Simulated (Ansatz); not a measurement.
# Single-point calculation, with input and output: C₂H₅AlO₂S

System: C₂H₅AlO₂S, SMILES [OH][Al]1[CH2]SC[O]1.
Method: RKS PBE0-D4/def2-TZVPP (Ansatz 0.2.0).

The geometry comes from this level: PBE0-D4/def2-TZVP.

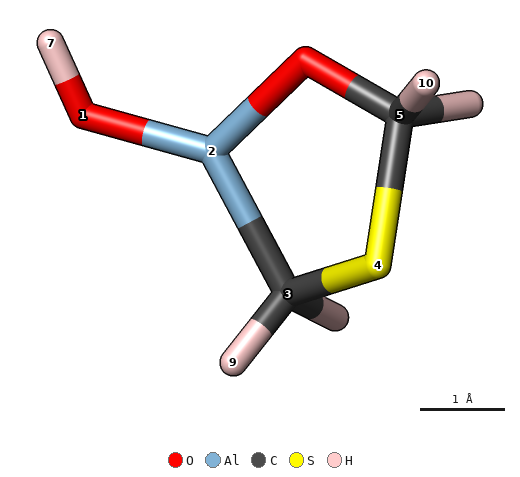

*The structure (stick view, seen at a tilt; atoms are numbered from 1 in the order of the input). Sticks mark near contacts.*

Bond lengths as drawn: Al–C 1.94 Å, Al–O 1.68 to 1.71 Å, C–H 1.09 to 1.10 Å, C–O 1.39 Å, C–S 1.82 to 1.85 Å and H–O 0.96 Å.

## Input file
```yaml
crystal:
  periodic: [false, false, false]
  atoms:
    - {symbol: O, position_ang: [0.303763, -2.711676, -0.114581]}
    - {symbol: Al, position_ang: [0.079211, -1.044667, -0.060586]}
    - {symbol: C, position_ang: [0.365006, 0.321928, -1.408527]}
    - {symbol: S, position_ang: [0.703505, 1.681719, -0.251060]}
    - {symbol: C, position_ang: [-0.437296, 1.191076, 1.113870]}
    - {symbol: O, position_ang: [-0.478456, -0.184751, 1.313981]}
    - {symbol: H, position_ang: [0.190136, -3.306295, 0.624387]}
    - {symbol: H, position_ang: [-0.450198, 0.555154, -2.096483]}
    - {symbol: H, position_ang: [1.274431, 0.158081, -1.987973]}
    - {symbol: H, position_ang: [-0.046052, 1.707197, 1.995375]}
    - {symbol: H, position_ang: [-1.438652, 1.575435, 0.891996]}
basis:
  gaussian: {orbitals: def2-TZVPP}
hamiltonian: {xc: pbe0, dispersion: d4}
output: {orbitals: {seedname: orbitals}}
```

Run on 4 threads of Arm Neoverse V1, 23 GiB of memory available, shared host.

Run as:
```bash
ansatz run in.yaml --threads 4 --pin off --events-out ev --progress --plain --max-ram 10444MiB
```

## The program's output
```
Functional definition: PBE0
  name "PBE0"
  cite "Adamo & Barone, J. Chem. Phys. 110, 6158 (1999) doi:10.1063/1.478522"
  cite "Perdew, Burke & Ernzerhof, Phys. Rev. Lett. 77, 3865 (1996) doi:10.1103/PhysRevLett.77.3865"
  parent pbe
  parameter a = 0.25
  parameter kappa = 0.804
  parameter beta = 0.06672455060314922
  exchange = (1 - a)*pbe_x(kappa = kappa, mu = beta*pi^2/3) + a*exact_x
  correlation = pbe_c(beta = beta)
1572 factors; their error is unknown
mean field evaluation 1: about -23660.7524 eV, gradient 8.6e1 eV
mean field evaluation 2: about -23640.2965 eV, gradient 1.3e2 eV
mean field evaluation 4: about -23674.0282 eV, gradient 7.5e0 eV
mean field evaluation 8: about -23674.1456 eV, gradient 2.1e-1 eV
mean field evaluation 16: about -23674.1675 eV, gradient 2.3e-4 eV
mean field -23674.16753944 eV, -870.0096101473 hartree, gradient 5.4e-5 eV, S^2 0.000000; 0 other end points of the search recorded, 0 dependent functions left out
reference -23674.16757366 eV, -870.0096114048 hartree; 31, 31 occupied and 247, 247 virtual orbitals, 1572 factors
Total energy: -23674.40501461 eV, -870.0183371987 hartree
```

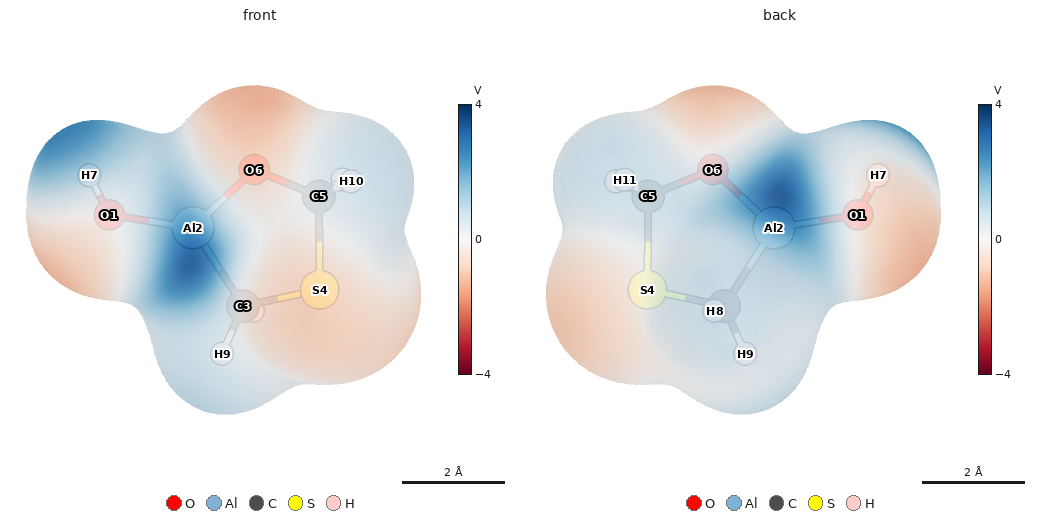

*The molecular electrostatic potential painted on the density surface at 0.002 e/bohr³, seen at a tilt and from behind; the colour scale runs from red (negative) to blue (positive).*

A positive charge is drawn to the negative regions and a negative charge to the positive ones.

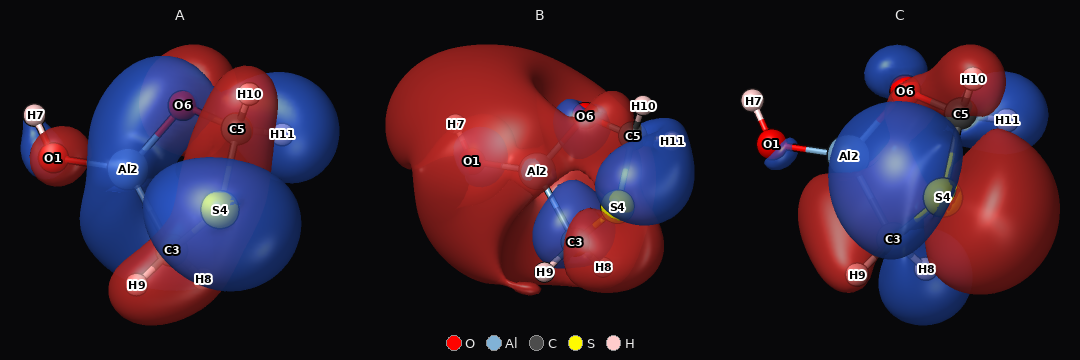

*Three frontier orbitals at ±0.05 Å⁻³ᐟ² (red and blue are the two phases).*

A is the HOMO−1 (−7.85 eV). Its weight (Hirshfeld) is mainly on S4 (30 %), O6 (25 %), C5 (10 %), C3 (10 %) and Al2 (10 %). C is the HOMO (−6.42 eV). B is the LUMO (−0.48 eV). By Hirshfeld shares it lies mainly on Al2 (50 %), O1 (10 %), C3 (10 %), S4 (10 %) and H7 (10 %). The HOMO–LUMO gap is 5.94 eV between the orbital energies.

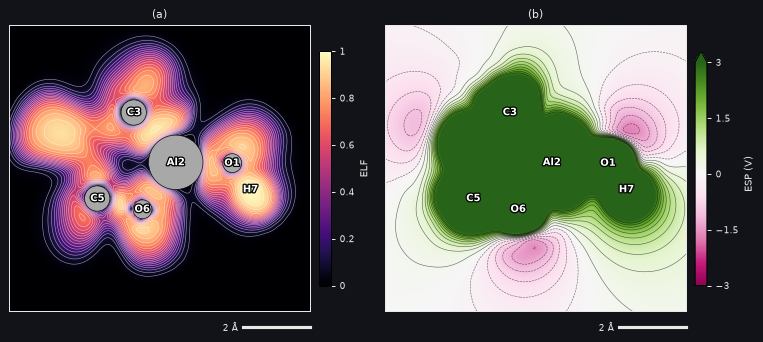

*(a) electron localisation function; (b) electrostatic potential on the plane of atoms O1, Al2 and C3. Grey discs, where drawn, cover atomic cores.*

Atoms in the plane: O, Al, C and H. Al–O (1.68 Å): the ELF peaks at about 0.85 in the valence shell of O, 0.6 Å from its nucleus, and is about 0.50 at the midpoint. O–H (0.96 Å): the ELF climbs to about 1 towards the hydrogen, as it does in any bond to H; a covalent bond by its length.

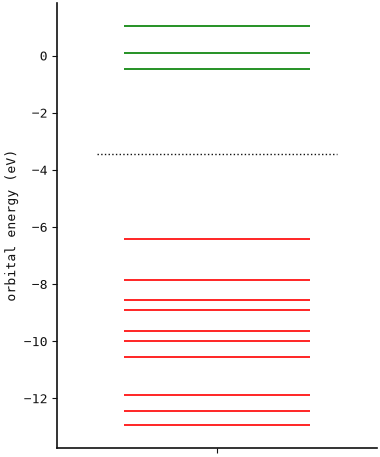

*Orbital energies near the frontier; the dotted line parts filled from empty levels, and levels within 0.02 eV of each other stand side by side.*

Highest filled −6.42 eV, lowest empty −0.48 eV, 5.94 eV apart.

## Summary

| quantity | value |
| --- | --- |
| outcome | converged |
| total energy | −23674.4050 eV |
| mean-field energy | −23674.1676 eV |
| dispersion energy | −0.2374 eV |
| SCF solution under orbital rotations | stable |
| HOMO | −6.42 eV |
| LUMO | −0.48 eV |
| wall time | 4 s (CPU time 15 s) |
| peak memory | 0.82 GiB |
